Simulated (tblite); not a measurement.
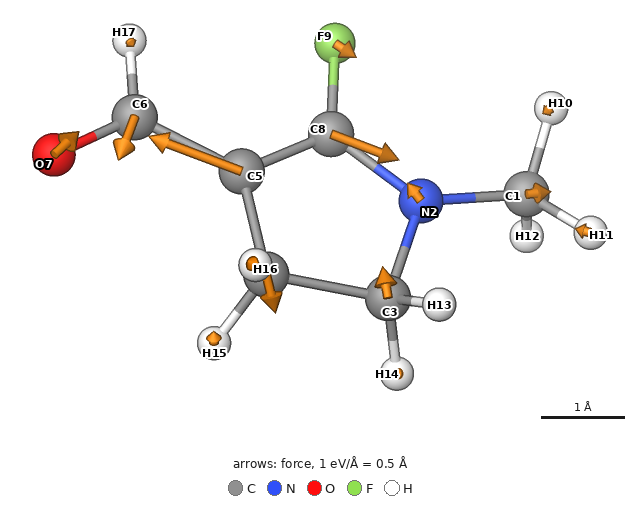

Starting geometry of C$_{6}$H$_{8}$FNO with the computed forces as orange arrows. Style: ball-and-stick. Shown at a tilt.

Computed with tblite 0.8.0, GFN2-xTB geometry optimisation, gas phase. 

Is this structure relaxed? If not, where do the atoms go?

Answer. It isn't relaxed: the largest force vector, on a C atom, is 2.45 eV/Å. The final displacements have little in common with the starting forces (cosine between the two patterns 0.14). The energy falls by 4.43 kcal/mol in 81 geometry steps. An H atom moves most after the best rigid fit: 0.40 Å. Largest moves by element: H 0.40 Å, F 0.16 Å, C 0.05 Å, O 0.05 Å, N 0.01 Å. Near-neighbour distances that change, for instance: C–N 1.379 → 1.346 Å, C–C 1.328 → 1.357 Å, C–C 1.488 → 1.515 Å, C–C 1.455 → 1.429 Å. Bond angles that change, for instance: N–C–F 123.4° → 118.2°, C–C–C 111.0° → 107.1°, C–C–C 124.1° → 127.7°. Groups turn about C–N by about 25°.
